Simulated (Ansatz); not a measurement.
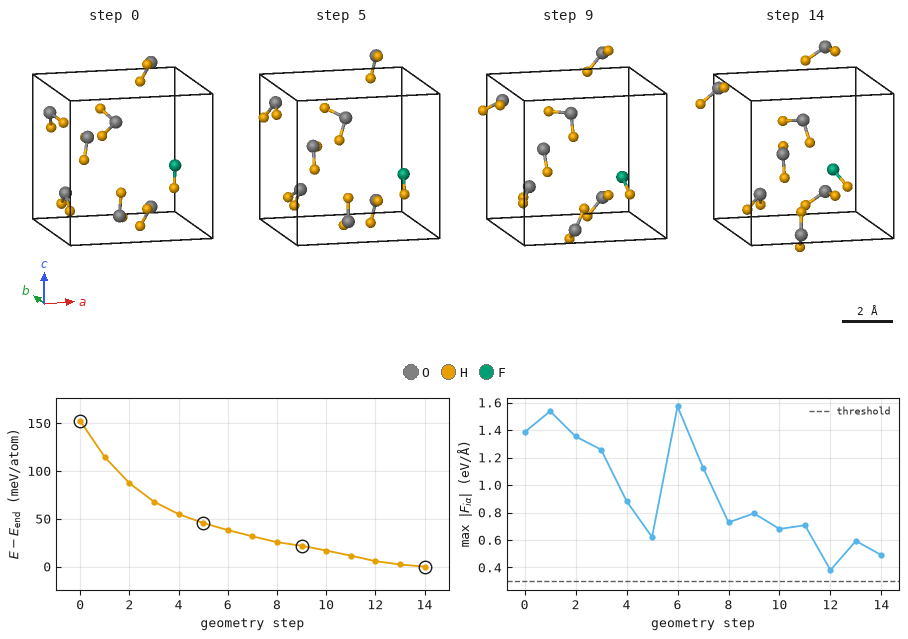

Frames of a relaxation of an amorphous cell of composition H13O6F, marked on the history of the run. The picture is a ball-and-stick view of the cell of the calculation, seen slightly off an axis.

The cell holds 6 H2O + 1 HF. The run prepares the start of a later molecular dynamics calculation, from a guessed geometry.

Computed with DFT r2SCAN-D3(BJ), scalar-relativistic, plane waves, PAW in Ansatz.

The input:
```yaml
accuracy: low
crystal:
  lattice:
    - [5.981424, 0.0, 0.0]
    - [0.0, 5.981424, 0.0]
    - [0.0, 0.0, 5.981424]
  atoms:
    - { symbol: O, position: [0.1226264, 0.003521, 0.7423307] }
    - { symbol: H, position: [0.1460748, 0.1609683, 0.7126414] }
    - { symbol: H, position: [0.0812482, -0.0577696, 0.5982743] }
    - { symbol: O, position: [0.544942, 0.8494595, 0.6695741] }
    - { symbol: H, position: [0.4676485, 0.970043, 0.745114] }
    - { symbol: H, position: [0.4266252, 0.7674745, 0.5954085] }
    - { symbol: O, position: [0.0104665, 0.5836043, 0.8113097] }
    - { symbol: H, position: [0.0465153, 0.6821646, 0.6879918] }
    - { symbol: H, position: [0.0684511, 0.439765, 0.7647374] }
    - { symbol: O, position: [0.4517247, 0.4001456, 0.1083149] }
    - { symbol: H, position: [0.4616169, 0.3946738, 0.2698487] }
    - { symbol: H, position: [0.5111293, 0.5459206, 0.0703454] }
    - { symbol: O, position: [0.1913006, 0.8504641, 0.196556] }
    - { symbol: H, position: [0.1968481, 0.9792151, 0.0985084] }
    - { symbol: H, position: [0.1887082, 0.7241626, 0.0952537] }
    - { symbol: O, position: [0.8346916, 1.0109303, 1.0390773] }
    - { symbol: H, position: [0.7732681, 1.0655239, 0.8995507] }
    - { symbol: H, position: [0.7694977, 0.8636295, 1.0556055] }
    - { symbol: F, position: [0.8461381, 0.4127589, 0.4363101] }
    - { symbol: H, position: [0.838502, 0.410821, 0.2803771] }
basis:
  ecutwfc: 500.0
kpoints:
  mp_grid: { grid: [1, 1, 1] }
hamiltonian:
  xc: r2scan
  dispersion: d3bj
scf:
  occupations: { method: fermi_dirac, width: 0.05 }
  lower_state_search: "off"
relax:
  f_tol: 0.3
  max_steps: 15
  adjacent_minimum: "off"
```

Run as
```bash
ansatz run input.yaml --threads 1 --pin off --max-ram 3072MiB --backend cpu --events-out ev --progress --plain --runs-dir out
```

What happens along the run?

Answer. The relaxation stopped without meeting its thresholds, so the last structure isn't shown to be converged. It used up its limit of 15 steps. The atom that moves furthest is H8 (1.68 Å along [−3 0 2]). Largest moves by element: H 1.68 Å, O 1.12 Å, F 1.07 Å. The lattice vectors keep their values. Among the contacts that change: F19–H20 0.934 → 0.986 Å, O4–H5 0.969 → 0.986 Å, O10–H12 0.969 → 0.983 Å. Bond angles that change, for instance: H17–O16–H18 104.0° → 108.5°, H2–O1–H3 104.0° → 106.4°. After 14 geometry steps the energy has fallen by 152 meV per atom. The largest force component goes from 1.4 to 0.49 eV/Å. The run took 2.6 min on 1 thread of Arm Neoverse V1 (shared host), peak memory 0.48 GiB. From step 0 to 5: H8 moves most (0.74 Å), energy −107 meV per atom. From step 5 to 9: H11 moves most (0.64 Å), energy −23.8 meV per atom. From step 9 to 14: F19 moves most (0.82 Å), energy −21.9 meV per atom.

Limits of the set-up: the program's low-accuracy preset was used; the periodic images lie only 6.0 Å apart, so the values are limited by the cell's size.
